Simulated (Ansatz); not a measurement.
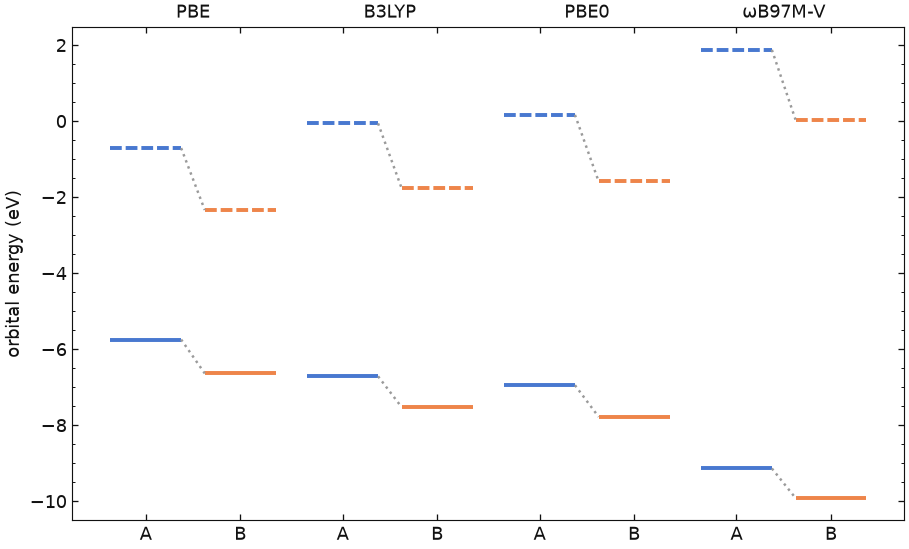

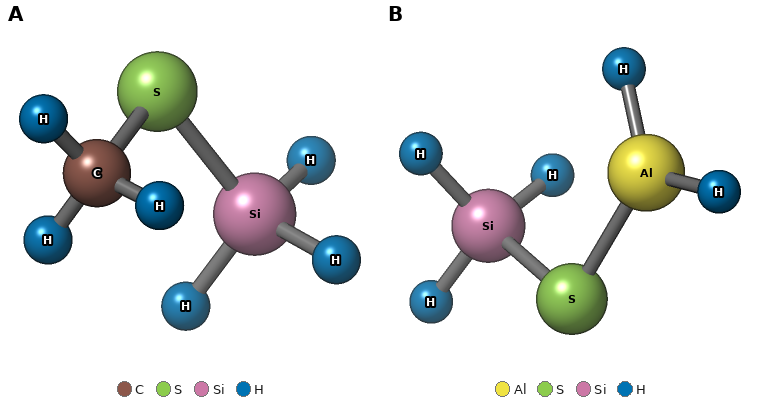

One change: A, CH₆SSi (SMILES CS[SiH3]), becomes B, AlSiH₅S (SMILES [AlH2][S][SiH3]). CH₃ on S is replaced by AlH₂. HOMO (solid) and LUMO (dashed) computed in def2-TZVPP at PBE0-D4/def2-TZVP geometries, both minima by their frequencies, gas phase, the Ansatz code. Empty levels above zero depend strongly on the basis.

Question: What does the change do to HOMO and LUMO?

Answer: PBE: the HOMO falls by 0.89 eV, the LUMO falls by 1.63 eV, and the separation goes from 5.04 to 4.30 eV. B3LYP: the HOMO falls by 0.81 eV, the LUMO falls by 1.71 eV, and the separation goes from 6.66 to 5.76 eV. PBE0: the HOMO falls by 0.83 eV, the LUMO falls by 1.75 eV, and the separation goes from 7.11 to 6.19 eV. ωB97M-V: the HOMO falls by 0.78 eV, the LUMO falls by 1.84 eV, and the separation goes from 11.01 to 9.96 eV.

Question: Do the functionals agree on the effect?

Answer: They agree on the direction for both levels; the HOMO shift lies between −0.89 and −0.78 eV and the LUMO shift between −1.84 and −1.63 eV, while the separations themselves differ by up to 6.0 eV between functionals.
